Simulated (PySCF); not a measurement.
# Frequency calculation, with input and output: RuNH3

System: RuNH3, multiplicity 3.
Method: UKS-based PBE0, Ru def2-TZVP with ECP28, N def2-TZVP, H def2-TZVP; non-relativistic Hamiltonian with a scalar-relativistic core potential; density fitting (PySCF 2.14.0).

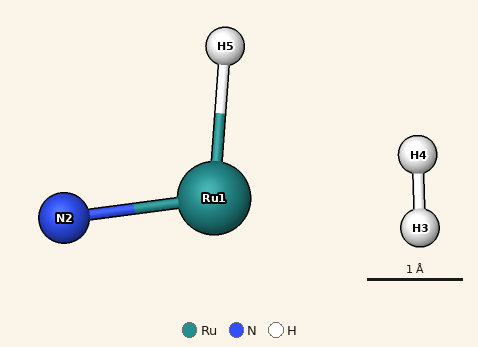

*The input geometry (ball-and-stick view, seen on its broad side; atoms are numbered from 1 in the order of the input). Sticks mark near contacts.*

Bond lengths as drawn: H–H 0.77 Å, H–Ru 1.60 Å and N–Ru 1.61 Å.

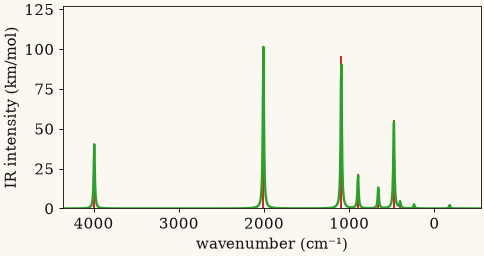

*Harmonic infrared spectrum, unscaled: sticks (degenerate modes added up, dark ones marked on the axis) with a Lorentzian envelope of 16 cm⁻¹ full width, scaled to the tallest stick; imaginary modes are drawn at negative wavenumbers.*

9 modes from 179i to 3992 cm⁻¹, 1 imaginary beyond 8i (179i cm⁻¹): a first-order saddle point, if the geometry is stationary. The strongest line is at 2008 cm⁻¹ (101 km/mol). All modes, in cm⁻¹ (km/mol): 179i (2.1), 239 (2.6), 402 (4.1), 476 (56), 659 (13.5), 897 (22), 1093 (96), 2008 (101), 3992 (40).

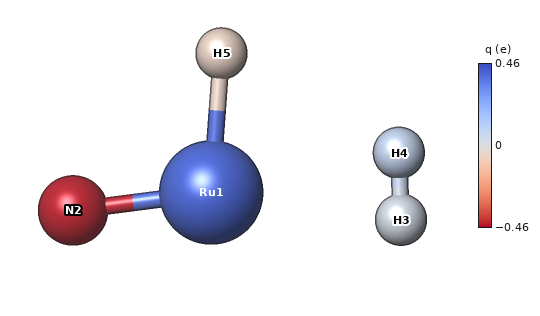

*Mulliken charges, as the colour of each atom (ball-and-stick view, seen on its broad side; atoms are numbered from 1 in the order of the input).*

By element: Ru +0.39, N −0.44 and H −0.05 to +0.07 e.

The input and output of the run follow.

Input
```python
from pyscf import gto, scf, dft
mol = gto.M(atom='''
Ru     0.054729     0.139802     0.000000
N     -0.432923    -1.392740    -0.000000
H      1.264420     1.988689     0.000000
H      0.557749     2.296262     0.000000
H     -1.340013     0.932440     0.000000''',
    basis={'Ru': 'def2-TZVP', 'N': 'def2-TZVP', 'H': 'def2-TZVP'},
    ecp={'Ru': 'def2-TZVP'},
    charge=0, spin=2)
mf = dft.UKS(mol, xc='PBE0')
mf.grids.atom_grid = (75, 302)
aux = {'Ru': 'def2-universal-JKFIT', 'N': 'def2-universal-JKFIT', 'H': 'def2-universal-JKFIT'}
mf = mf.density_fit(auxbasis=aux)
mf.conv_tol = 1e-09
mf.diis_space = 10
mf.max_cycle = 60
mf.verbose = 4
mf.kernel()
```

The script is an equivalent of the set-up of the self-consistent field. The run itself was carried out by a driver, which started from the orbitals of the step before it where there was one and computed the further properties.

Command:
```bash
OMP_NUM_THREADS=4 python axn.py task.json out
```

The program's output
```
init E= -151.271188892655
  alpha nocc = 14  HOMO = -0.209175934534889  LUMO = -0.0880917506334711
  beta  nocc = 12  HOMO = -0.264151531769633  LUMO = -0.113300762003432
  HOMO = -0.209175934535  LUMO = -0.113300762003  gap/eV = 2.60890
cycle= 1 E= -151.271188892135  delta_E= 5.2e-10  |g|= 3.85e-05  |ddm|= 2.18e-05
  alpha nocc = 14  HOMO = -0.209176049261769  LUMO = -0.0880910739676961
  beta  nocc = 12  HOMO = -0.264140195193894  LUMO = -0.113293071813136
  HOMO = -0.209176049262  LUMO = -0.113293071813  gap/eV = 2.60911
cycle= 2 E= -151.271188882336  delta_E= 9.8e-09  |g|= 0.000166  |ddm|= 9.11e-05
  alpha nocc = 14  HOMO = -0.20917653435014  LUMO = -0.0880922641806078
  beta  nocc = 12  HOMO = -0.264150153197656  LUMO = -0.113299948269601
  HOMO = -0.20917653435  LUMO = -0.11329994827  gap/eV = 2.60893
cycle= 3 E= -151.271188892698  delta_E= -1.04e-08  |g|= 2.8e-06  |ddm|= 7.37e-05
  alpha nocc = 14  HOMO = -0.209176145558876  LUMO = -0.0880918633810532
  beta  nocc = 12  HOMO = -0.264149704604025  LUMO = -0.113299624431997
  HOMO = -0.209176145559  LUMO = -0.113299624432  gap/eV = 2.60893
cycle= 4 E= -151.271188892703  delta_E= -4.72e-12  |g|= 7.24e-07  |ddm|= 2.57e-06
  alpha nocc = 14  HOMO = -0.209176176721622  LUMO = -0.0880919224076896
  beta  nocc = 12  HOMO = -0.264149776123363  LUMO = -0.113299716517295
  HOMO = -0.209176176722  LUMO = -0.113299716517  gap/eV = 2.60893
Extra cycle  E= -151.271188892705  delta_E= -1.68e-12  |g|= 6.13e-07  |ddm|= 1.61e-06
converged SCF energy = -151.271188892705  <S^2> = 2.0159458  2S+1 = 3.0106118
```

Results in brief

- outcome: converged
- total energy: −151.271189 hartree
- ⟨S²⟩: 2.016
- zero-point energy: 0.022249 hartree
- dipole moment: 3.34 D
- wavenumbers, lowest and highest: 179i and 3992 cm⁻¹
- hardware: 4 threads of Arm Neoverse N1, 24 GiB of memory available, shared host
- wall time: 96 s (CPU time 4.9 min)
- peak memory: 1.3 GiB
